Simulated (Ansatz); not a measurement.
# C$_{2}$H$_{5}$FGeO: what the fields show

```xyz
10

C     0.5747   -0.4123   -1.2186
C     0.1465   -1.1235   -0.0091
F     1.5204    0.5510   -1.1148
Ge   -0.5991   -2.9485   -0.0204
O    -0.6540   -0.1020   -0.6842
H     0.5951   -0.8626   -2.2212
H     0.5994   -0.7583    0.9239
H     0.4387   -3.9309    0.5587
H    -0.9333   -3.3235   -1.4766
H    -1.8790   -2.9730    0.8347
```

Geometry: B3LYP/def2-SVP.

The calculation used Ansatz, isolated molecule in a Gaussian basis; Kohn-Sham density functional theory, functional PBE0.

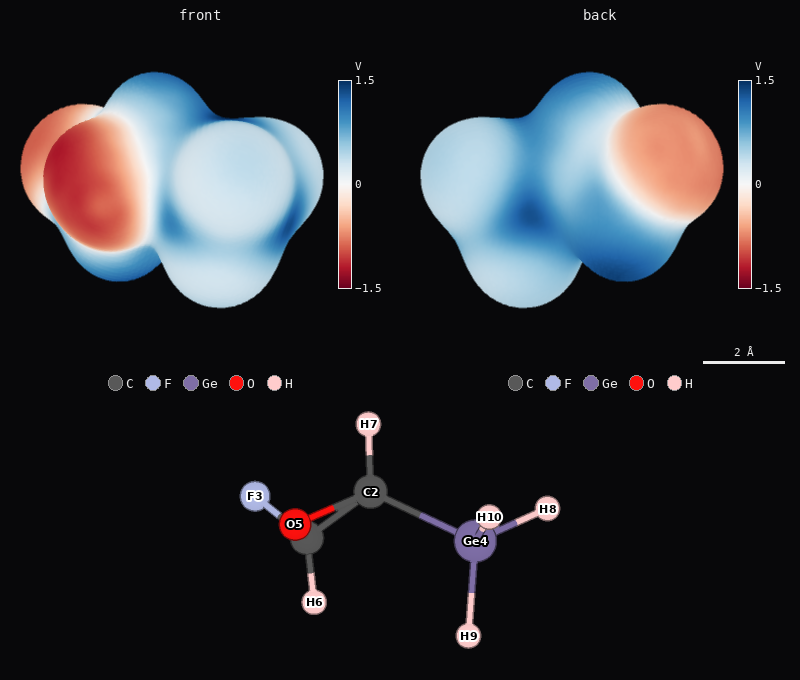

Figure 1. The electrostatic potential painted on the density surface at 0.002 e/bohr³, seen from the front and from behind; red is negative and blue positive. The bare structure is drawn below in the same view.

### Where is the surface potential most negative and most positive?

The most negative region (about −1.2 V) lies over O5, the most positive (about +1.4 V) over Ge4 and H6. O5 is the likeliest acceptor of a hydrogen bond.

### What dipole moment does the calculation give?

Its dipole moment is 2.08 D.

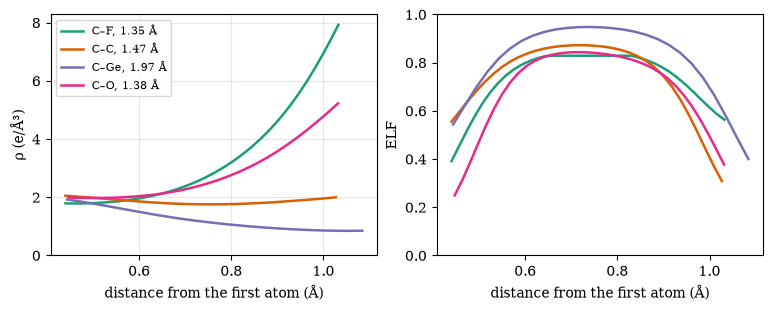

Figure 2. Total electron density and ELF along straight lines between neighbouring atoms. The curves leave out the atomic cores.

### Compare the contacts.

C–F (1.35 Å): ρ at the midpoint is about 2.3 e/Å³, with its minimum of 1.8 e/Å³ about 0.5 Å from C; the ELF peaks at about 0.85 between the atoms (a shared but strongly polarised pair).
C–C (1.47 Å): ρ is about 1.8 e/Å³ halfway; the ELF peaks at about 0.85 between the atoms, as expected for localised, covalent bonding.
C–Ge (1.97 Å): ρ at the midpoint is about 0.87 e/Å³; the ELF peaks at about 0.95 in the valence shell of C, 0.7 Å from its nucleus, and is about 0.75 at the midpoint.
C–O (1.38 Å): ρ at the midpoint is about 2.2 e/Å³, with its minimum of 2 e/Å³ about 0.5 Å from C; the ELF peaks at about 0.85 between the atoms (a polar covalent bond).

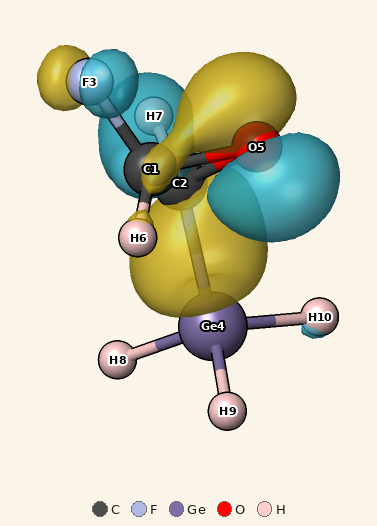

Figure 3. The HOMO at ±0.15 Å⁻³ᐟ² (yellow and cyan are the two phases), seen at an oblique angle.

### Where does this orbital lie, and at what energy?

Its weight (Hirshfeld) is mainly on O5 (about 45 %), C2 (about 20 %), Ge4 (about 15 %) and C1 (about 5 %). Its energy is −8.26 eV.
